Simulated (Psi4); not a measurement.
# BH3 (SMILES B) at B3LYP/6-31G(d) (Cartesian functions)

Aim: the energy change on altering one bond length of BH3 at B3LYP/6-31G* (Cartesian functions), from 2 runs. 

Program for the calculation: Psi4 1.11.

## 1. The structure to begin with

The species is BH3 (4 atoms), meant as a singlet with charge 0. SMILES: `B`. The coordinates come from a PBE0-D4/def2-TZVP relaxation.

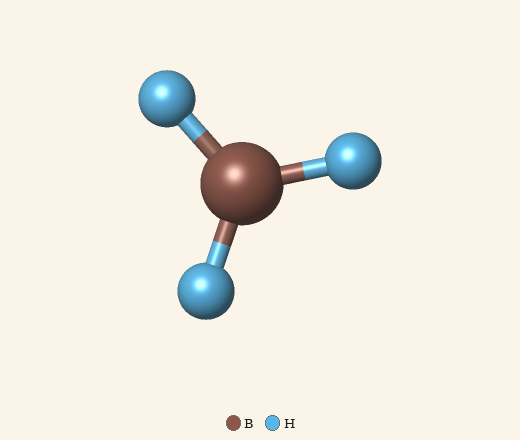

The structure, seen from a chosen angle (boron brown, hydrogen blue).

## 2. Energy and gradient at B3LYP/6-31G(d) (Cartesian functions)

Contents of job.py:

```python
import psi4

psi4.set_memory('1600 MB')
psi4.set_num_threads(1)
psi4.set_output_file('psi4.out', False)

geom = psi4.geometry("""
0 1
B      0.02626719    -0.02853486    -0.00963760
H      1.85608900     0.72130846     1.07487622
H     -0.52194236    -2.21438107     0.08125822
H     -1.25553404     1.40765699    -1.18466931
units au
symmetry c1
""")

options = {'basis': '6-31G*', 'puream': False, 'e_convergence': 1e-09, 'd_convergence': 1e-08, 'scf_type': 'pk', 'dft_radial_points': 99, 'dft_spherical_points': 590}
psi4.set_options(options)

E, wfn = psi4.gradient('b3lyp', molecule=geom, return_wfn=True)
psi4.oeprop(wfn, 'DIPOLE', 'MAYER_INDICES', 'LOWDIN_CHARGES')
print('gradient / Eh bohr^-1')
print(E.np.round(6))
print(f'energy = {wfn.energy():.10f} Eh')
for k, v in sorted(psi4.core.scalar_variables().items()):
    print(f'{k:45s} {v:18.10f}')
```

Command:

```bash
$ python job.py
```

psi4.out:

```text
[...]
  Running in c1 symmetry.
[...]
  Nuclear repulsion =    7.418838237178044
[...]
  Multiplicity = 1
[...]
  Nalpha       = 4
  Nbeta        = 4
[...]
    Number of basis functions: 21
[...]
   @RKS iter   1:   -26.58454523196735   -4.70586e-01   8.88790e-03 ADIIS/DIIS
[...]
   @RKS iter   7:   -26.61299989566758   -1.81188e-13   1.46778e-09 DIIS
[...]
    Orbital Energies [Eh]
    ---------------------
    Doubly Occupied:
       1A     -6.771438     2A     -0.512881     3A     -0.351444
       4A     -0.351435
[...]
  @RKS Final Energy:   -26.61299989566758
   => Energetics <=
    Nuclear Repulsion Energy =              7.4188382371780444
    One-Electron Energy =                 -49.0864542167908837
    Two-Electron Energy =                  19.2147098602759918
    DFT Exchange-Correlation Energy =      -4.1600937763307337
    Empirical Dispersion Energy =           0.0000000000000000
    VV10 Nonlocal Energy =                  0.0000000000000000
    Total Energy =                        -26.6129998956675813
[...]
  -Total Gradient:
     Atom            X                  Y                   Z
    ------   -----------------  -----------------  -----------------
       1       -0.000000181232     0.000003064960    -0.000022752850
       2       -0.000133422363    -0.000046616635    -0.000073445073
       3        0.000033493572     0.000152038087    -0.000002133145
       4        0.000100136810    -0.000108589596     0.000098371145
[...]
 Multipole Moments:
 ------------------------------------------------------------------------------------
     Multipole            Electronic (a.u.)      Nuclear  (a.u.)        Total (a.u.)
 ------------------------------------------------------------------------------------
 L = 1.  Multiply by 2.5417464519 to convert [e a0] to [Debye]
 Dipole X            :          0.0001075           -0.0000804            0.0000271
 Dipole Y            :         -0.0000934            0.0000804           -0.0000130
 Dipole Z            :         -0.0002267            0.0001608           -0.0000659
 Magnitude           :                                                    0.0000724
[...]
```

The script printed:

```text
gradient / Eh bohr^-1
[[-0.00e+00  3.00e-06 -2.30e-05]
 [-1.33e-04 -4.70e-05 -7.30e-05]
 [ 3.30e-05  1.52e-04 -2.00e-06]
 [ 1.00e-04 -1.09e-04  9.80e-05]]
energy = -26.6129998957 Eh
CURRENT ENERGY                                    -26.6129998957
CURRENT REFERENCE ENERGY                          -26.6129998957
DD SOLVATION ENERGY                                 0.0000000000
DFT FUNCTIONAL TOTAL ENERGY                       -26.6129998957
DFT TOTAL ENERGY                                  -26.6129998957
DFT VV10 ENERGY                                     0.0000000000
DFT XC ENERGY                                      -4.1600937763
GRID ELECTRONS ALPHA                                3.9999999929
GRID ELECTRONS BETA                                 3.9999999929
GRID ELECTRONS TOTAL                                7.9999999858
NUCLEAR REPULSION ENERGY                            7.4188382372
ONE-ELECTRON ENERGY                               -49.0864542168
PCM POLARIZATION ENERGY                             0.0000000000
PE ENERGY                                           0.0000000000
SCF ITERATION ENERGY                              -26.6129998957
SCF ITERATIONS                                      7.0000000000
SCF TOTAL ENERGY                                  -26.6129998957
TWO-ELECTRON ENERGY                                19.2147098603
XC GRID RADIAL POINTS                              99.0000000000
XC GRID SPHERICAL POINTS                          590.0000000000
XC GRID TOTAL POINTS                           224106.0000000000
```

It took 5.1 s on 1 thread of Intel Xeon Platinum 8488C (Sapphire Rapids), shared host; peak memory 0.36 GiB.

## 3. The distorted shape, same level

Contents of calc.dat:

```
memory 1600 mb

molecule m {
  B
  H 1 1.193489
  H 1 1.7902 2 120.00312
  H 1 1.193451 2 119.99514 3 179.98696
  symmetry c1
  no_reorient
  no_com
}

set basis 6-31G*
set reference rks
set puream false
set e_convergence 1e-09
set d_convergence 1e-08
set scf_type pk
set dft_radial_points 99
set dft_spherical_points 590

e_tot, wfn = gradient("b3lyp", return_wfn=True)
oeprop(wfn, "QUADRUPOLE", "MULLIKEN_CHARGES", "LOWDIN_CHARGES")
```

Command:

```bash
$ psi4 -i calc.dat -o calc.out -n 1
```

calc.out, shortened:

```text
[...]
  Running in c1 symmetry.
[...]
  Nuclear repulsion =    6.574803468149619
[...]
  Multiplicity = 1
[...]
  Nalpha       = 4
  Nbeta        = 4
[...]
    Number of basis functions: 21
[...]
   @RKS iter   1:   -26.52443585373938   -5.15580e-01   7.25033e-03 ADIIS/DIIS
[...]
   @RKS iter   8:   -26.54445952699404   -2.23466e-12   4.13035e-09 DIIS
[...]
  @RKS Final Energy:   -26.54445952699404
   => Energetics <=
    Nuclear Repulsion Energy =              6.5748034681496188
    One-Electron Energy =                 -47.3076818288712175
    Two-Electron Energy =                  18.2529797409398640
    DFT Exchange-Correlation Energy =      -4.0645609072123019
    Empirical Dispersion Energy =           0.0000000000000000
    VV10 Nonlocal Energy =                  0.0000000000000000
    Total Energy =                        -26.5444595269940393
[...]
  -Total Gradient:
     Atom            X                  Y                   Z
    ------   -----------------  -----------------  -----------------
       1       -0.000015028617    -0.055584977982     0.032078842152
       2        0.000006152572    -0.006595925941     0.001909660102
       3        0.000003101300     0.067116213376    -0.038755021945
       4        0.000005774877    -0.004935264049     0.004766493517
[...]
 Multipole Moments:
 ------------------------------------------------------------------------------------
     Multipole            Electronic (a.u.)      Nuclear  (a.u.)        Total (a.u.)
 ------------------------------------------------------------------------------------
 L = 1.  Multiply by 2.5417464519 to convert [e a0] to [Debye]
 Dipole X            :         -0.0002376            0.0001891           -0.0000485
 Dipole Y            :         -0.7303553            0.4154143           -0.3149410
 Dipole Z            :          0.4216909           -0.2398525            0.1818384
 Magnitude           :                                                    0.3636661
 L = 2.  Multiply by 1.3450342976 to convert [e a0^2] to [Debye ang]
 Quadrupole XX       :         -5.6146563            0.0000002           -5.6146561
 Quadrupole XY       :          0.0010978           -0.0009127            0.0001851
[...]
  Mulliken Charges: (a.u.)
   Center  Symbol    Alpha    Beta     Spin     Total
[...]
```

Wall time 6 s (1 thread of Intel Xeon Platinum 8488C (Sapphire Rapids), shared host); peak memory 0.36 GiB.

## 4. Results

At B3LYP/6-31G* (Cartesian functions):

| quantity | value |
| --- | --- |
| first shape: total energy | -26.61300 Eh |
| first shape: dipole moment | 0.00 D |
| first shape: HOMO energy | -9.56 eV |
| first shape: LUMO energy | -1.78 eV |
| first shape: HOMO–LUMO gap | 7.78 eV |
| first shape: largest force on an atom | 0.009 eV/Å |
| distorted shape: total energy | -26.54446 Eh |
| distorted shape: dipole moment | 0.92 D |
| distorted shape: HOMO energy | -7.96 eV |
| distorted shape: LUMO energy | -2.11 eV |
| distorted shape: HOMO–LUMO gap | 5.84 eV |
| distorted shape: largest force on an atom | 3.985 eV/Å |
| energy change with the B1–H3 bond stretched from 1.193 to 1.790 Å | 1.865 eV |

What this shows: With the B1–H3 bond stretched from 1.193 to 1.790 Å the energy rises by 1.87 eV (180 kJ/mol). Mulliken charges (distorted shape) run from -0.09 on H3 to +0.06 on B1.
